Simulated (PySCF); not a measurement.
Consider C6H10F2OSi (SMILES FC(F)C[SiH2]O[C@]12C[C@H]1C2).

Input file:

```
{"job": {"kind": "nmr", "xc": "PBE0", "basis": "pcSseg-1"}, "charge": 0, "multiplicity": 1}
F      3.434674    -1.782021    -0.344422
C      3.462009    -0.425169    -0.429494
F      4.698477    -0.061788     0.005622
C      2.374026     0.196842     0.395441
Si     0.702098    -0.530052    -0.119592
O     -0.322050     0.432337     0.691611
C     -1.672591     0.418458     0.703724
C     -2.653986    -0.702968     0.789343
C     -2.730994     0.285990    -0.338218
C     -2.651408     1.526611     0.507425
H      3.405449    -0.169291    -1.497278
H      2.415393     1.276146     0.260713
H      2.580877    -0.011606     1.444942
H      0.575485    -1.930881     0.277756
H      0.505520    -0.415082    -1.569924
H     -3.414510    -0.684661     1.562675
H     -2.285109    -1.694222     0.558173
H     -2.730643     0.150405    -1.396350
H     -2.288222     2.430477     0.035457
H     -3.409643     1.701154     1.263345
```

Run with:

```sh
OMP_NUM_THREADS=1 python probes_run.py task.json out
```

Geometry: GFN2-xTB.

All numbers below come from PBE0/pcSseg-1, SCF density, gas phase, non-relativistic in PySCF.

### Predict the electron density and electron localisation function between the atoms.

C–O (1.35 Å): the density is about 2.3 e/Å³ at the midpoint, with its minimum of 1.9 e/Å³ about 0.5 Å from C; the ELF peaks at about 0.90 between the atoms; a shared but strongly polarised pair.
C–F (1.36 Å): ρ is about 2.2 e/Å³ halfway, with its minimum of 1.8 e/Å³ about 0.5 Å from C; the ELF peaks at about 0.85 between the atoms, as expected for a shared but strongly polarised pair.
C–C (1.50 Å): the density is about 1.8 e/Å³ at the midpoint; the ELF peaks at about 0.95 between the atoms: a shared electron pair.
Si–O (1.62 Å): the density is about 1.2 e/Å³ at the midpoint; the ELF peaks at about 0.85 between the atoms: a polar covalent bond.

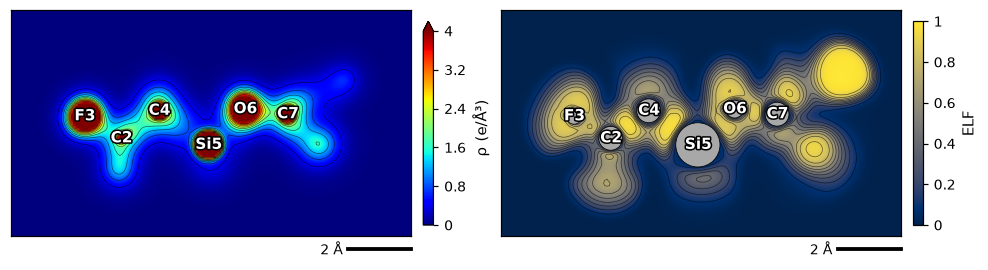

Computed electron density and electron localisation function on the plane of atoms Si5, O6 and C7, in this order. Grey discs cover the atomic cores in the ELF map. 
